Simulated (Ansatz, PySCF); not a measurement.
Pulling on the Si1–Cl3 bond in ClFSi (SMILES F[Si]Cl) (multiplicity 1 held, fragments rigid). Energies count from the point at 2.097 Å.
Geometry at that point (charge 0, multiplicity 1):
| atom | x (Å) | y (Å) | z (Å) |
|---|---|---|---|
| Si | 0.3476 | 0.2675 | 0.7820 |
| F | 0.9504 | 1.3420 | -0.2547 |
| Cl | -0.7894 | -0.9308 | -0.5091 |

Restricted levels (R-, RO-) in cc, def2 and unpolarised 6-31G sets keep to the state of the molecule at rest. Unrestricted levels (U-) break spin symmetry where that is lower. Levels need not reach the same state.

Correlated levels freeze the cores. Rows in 6-31G* carry no dispersion term and start afresh at each structure (6-31G* with six Cartesian d functions).

Programs: Ansatz (a quantum-chemistry and plane-wave program) with Gaussian orbitals; PySCF for 6-31G* rows. 

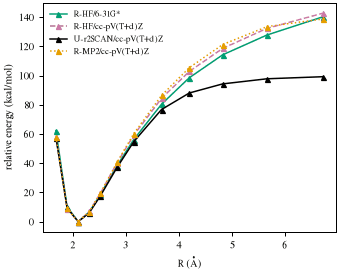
Relative energy along the coordinate

Doubts at one or more of the structures used: a restricted determinant that unrestricted orbitals would lower (R-HF/6-31G*, R-HF/cc-pV(T+d)Z, R-MP2/cc-pV(T+d)Z); a spin-contaminated determinant (U-r2SCAN/cc-pV(T+d)Z).
